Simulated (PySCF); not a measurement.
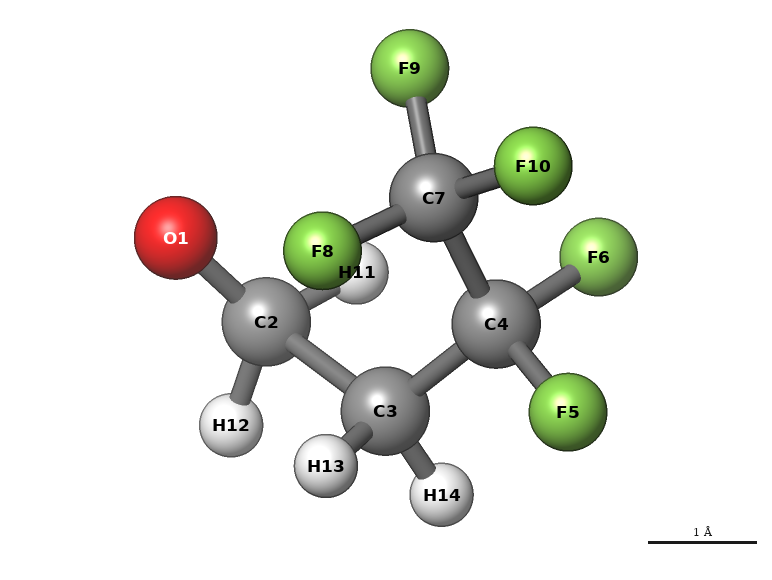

The view is orthographic, and the bar gives the scale. State: charge −1, singlet. Geometry: a frame of a GFN2-xTB molecular-dynamics simulation, not a minimum.

Reconstruct the coordinates (Å) as seen: x to the right, y up, z towards the viewer, origin at the mean of the atomic positions.

```xyz
14
C4H4F5O
O   -2.05   0.65  -0.90
C   -1.21  -0.13  -1.46
C   -0.10  -0.97  -0.35
C    0.93  -0.15   0.36
F    1.60  -0.98   1.26
F    1.89   0.47  -0.46
C    0.35   1.02   1.22
F   -0.69   0.53   1.89
F    0.13   2.23   0.59
F    1.28   1.32   2.23
H   -0.37   0.33  -2.01
H   -1.54  -1.10  -1.98
H   -0.65  -1.48   0.47
H    0.42  -1.75  -0.85
```
